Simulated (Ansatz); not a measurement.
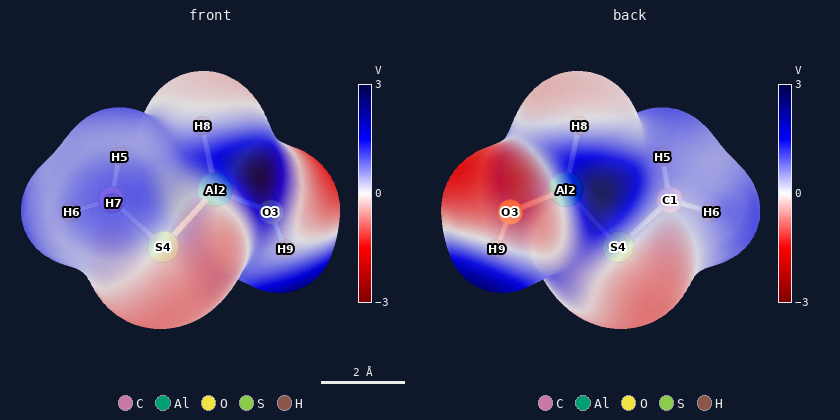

CH5AlOS. The molecular electrostatic potential painted on the density surface at 0.002 e/bohr³, seen from the front and from behind; red is negative and blue positive.

Geometry: r2SCAN-D4/def2-SVP.

Theory: isolated molecule in a Gaussian basis; Kohn-Sham density functional theory, functional PBE0 in Ansatz 0.2.0.

```tsv
atom	x (Å)	y (Å)	z (Å)
C	-1.9029	1.9475	-1.9073
Al	-1.1264	0.6429	0.8101
O	-1.3792	0.0521	2.3824
S	-2.7651	1.5040	-0.3444
H	-0.8344	1.6877	-1.8820
H	-2.3809	1.4111	-2.7383
H	-2.0031	3.0292	-2.0708
H	0.3282	0.5508	0.2079
H	-2.1879	0.0282	2.8990
```

Question: Describe the electrostatic potential map.

Answer: The most negative region (about −1.4 V) lies over O3, the most positive (about +2.9 V) over Al2. O3 is the likeliest acceptor of a hydrogen bond.

Question: What dipole moment does the calculation give?

Answer: Its dipole moment is 1.00 D.
